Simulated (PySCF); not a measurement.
Consider C₄H₉FGa (SMILES [F][GaH-]1[CH2]CC[CH2]1) (charge −1).

```json
{"atom": "C", "x (Å)": "-0.1401", "y (Å)": "-1.1008", "z (Å)": "0.4120"}
{"atom": "C", "x (Å)": "-1.1922", "y (Å)": "-0.1556", "z (Å)": "-0.1944"}
{"atom": "C", "x (Å)": "-0.7407", "y (Å)": "1.3046", "z (Å)": "-0.0837"}
{"atom": "Ga", "x (Å)": "1.2639", "y (Å)": "1.1788", "z (Å)": "-0.4443"}
{"atom": "C", "x (Å)": "1.2399", "y (Å)": "-0.8479", "z (Å)": "-0.2052"}
{"atom": "H", "x (Å)": "-0.4798", "y (Å)": "-2.1533", "z (Å)": "0.3146"}
{"atom": "H", "x (Å)": "-0.0943", "y (Å)": "-0.9027", "z (Å)": "1.5015"}
{"atom": "H", "x (Å)": "-1.3070", "y (Å)": "-0.4178", "z (Å)": "-1.2639"}
{"atom": "H", "x (Å)": "-2.1814", "y (Å)": "-0.3484", "z (Å)": "0.2714"}
{"atom": "H", "x (Å)": "-0.9240", "y (Å)": "1.6882", "z (Å)": "0.9386"}
{"atom": "H", "x (Å)": "-1.2866", "y (Å)": "1.9626", "z (Å)": "-0.7811"}
{"atom": "H", "x (Å)": "2.2816", "y (Å)": "2.0900", "z (Å)": "0.4105"}
{"atom": "H", "x (Å)": "1.3062", "y (Å)": "-1.3141", "z (Å)": "-1.2061"}
{"atom": "H", "x (Å)": "2.0519", "y (Å)": "-1.2752", "z (Å)": "0.4083"}
{"atom": "F", "x (Å)": "1.6135", "y (Å)": "1.5777", "z (Å)": "-2.2343"}
```

Geometry: PBE0-D3(BJ)/ma-def2-SVP.

All numbers below come from DFT single point, gas phase, functional wB97X (PySCF).

Question: What can the converged electron density and electron localisation function tell about the bonding?

Answer: C–Ga (2.04 Å): the density is about 0.7 e/Å³ at the midpoint; the ELF peaks at about 0.95 in the valence shell of C, 0.7 Å from its nucleus, and is about 0.60 at the midpoint.

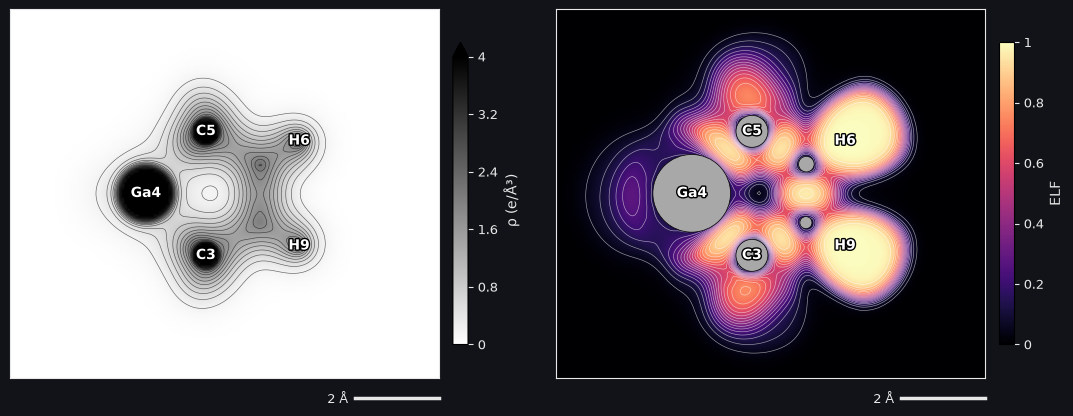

Computed electron density and electron localisation function on the plane of atoms C3, Ga4 and C5, in this order. Grey discs cover the atomic cores in the ELF map. 
